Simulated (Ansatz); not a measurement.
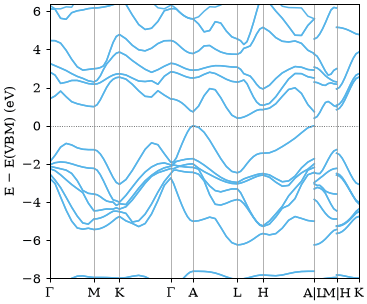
Figure. Band structure from r²SCAN+D4 with spin–orbit coupling in the plane-wave PAW code Ansatz

Read off the gap and where the band edges lie.

About 0.4 eV (0.39 eV by a search for the band edges); maximum at A, minimum at L.

The material is MgSnSe$_{2}$ in space group P-3m1 (No. 164; Se on 2d, Sn on 1a, Mg on 1b).

A made-up cell: these elements were put on the sites of a structure type; neither database checked (COD, Materials Project) lists it. Its standing as an ambient phase is unchecked. The r²SCAN+D4 relaxation kept the symmetry of its start; whether a distortion lowers the energy is not shown.

Potentials: the later of the program's two PAW sets.
